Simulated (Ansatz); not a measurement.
Fields on a plane of HfO2 (baddeleyite type, space group P2_1/c)

```
CELL_PARAMETERS angstrom
      5.11406     0.00000     0.00000
      0.00000     5.18158     0.00000
     -0.87114     0.00000     5.22313
ATOMIC_POSITIONS crystal
  Hf 0.27621 0.04185 0.20822
  Hf 0.72379 0.54185 0.29178
  Hf 0.72379 0.95815 0.79178
  Hf 0.27621 0.45815 0.70822
  O  0.07006 0.33377 0.34402
  O  0.92994 0.83377 0.15598
  O  0.92994 0.66623 0.65598
  O  0.07006 0.16623 0.84402
  O  0.44796 0.75767 0.47851
  O  0.55204 0.25767 0.02149
  O  0.55204 0.24233 0.52149
  O  0.44796 0.74233 0.97851
```

The slice is a (1 0 -1) plane (indices of the conventional cell) through the point (0.276, 0.458, 0.708) (fractional), spanned by u = [010] and v = [101] in vectors of this cell: u (5.18 Å) and v (6.73 Å, at 90° to u). It covers one period; positions are fractions (u, v).

Atoms on it: Hf at (0.00, 0.00); O at (0.80, 0.30), 0.1 Å off the plane. Other atoms lie within 1 Å of the plane.

Computed with r2SCAN (plane waves to 500 eV, PAW, scalar-relativistic; Ansatz, a first-principles code). k mesh 5×5×5. These are valence fields of a PAW run, semicore shells included where kept as valence: close to a nucleus they are smooth pseudo fields. HfO2 is run without spin polarisation. HfO2 was relaxed with its symmetry unable to fall. Spin-orbit coupling is left out, though Hf is heavy.

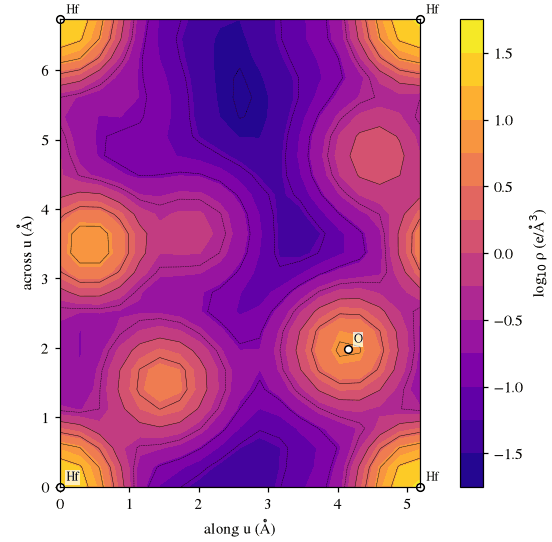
Figure: Log₁₀ of the valence density in e/Å³, one period of the plane, atoms marked. The scale is logarithmic, as a density can span decades between atoms and voids.

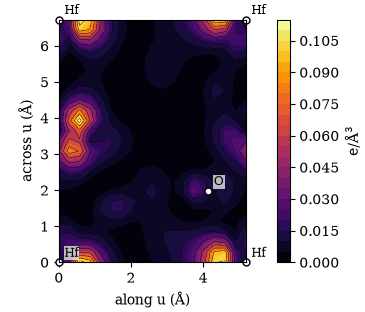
*Density of the lowest conduction band (whole band as if filled, smooth part) in e/Å³, one period of the plane, atoms marked. *

Element round which the density of the highest valence band (whole band, smooth part) is largest on this plane: O. Element round which the density of the lowest conduction band (whole band as if filled, smooth part) is largest on this plane: Hf.
